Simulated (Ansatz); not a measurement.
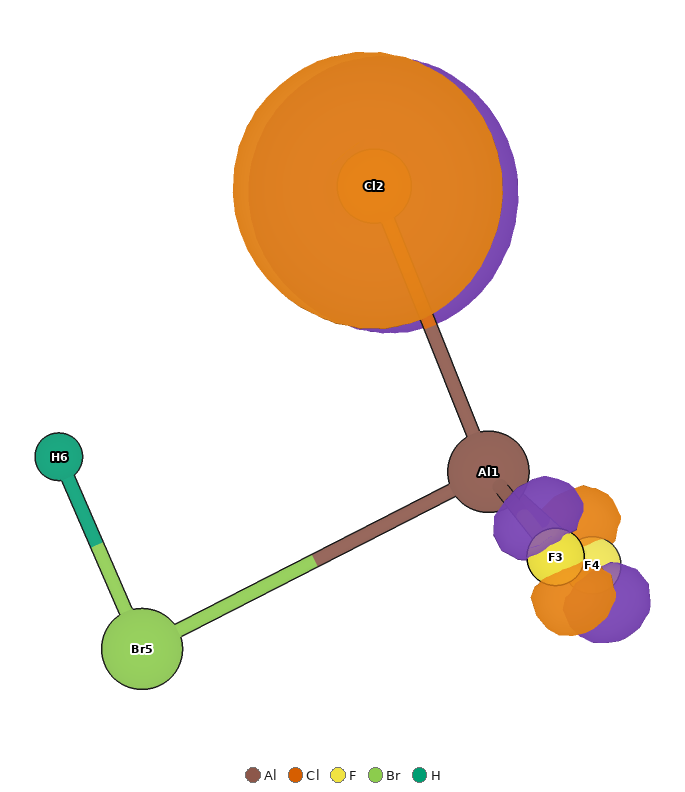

The picture shows: AlBrClF2H. One frontier orbital at ±0.2 Å⁻³ᐟ² (orange and purple are the two phases), seen across its widest extent.

Method: Ansatz 0.2.0, RKS r2SCAN-D4/def2-SVP.

```xyz
6

Al    0.0024   -0.0076    0.1602
Cl   -0.0105    0.6674    2.1536
F     1.4193    0.0898   -0.6924
F    -1.4259   -0.0083   -0.6790
Br    0.0943   -2.5952    0.7875
H     0.0981   -2.1741    2.1569
```

**Which orbital is it: HOMO or LUMO?**

The HOMO, at −8.19 eV. By Hirshfeld shares it lies mainly on Cl2 (about 85 %); largely a lone pair of Cl2.
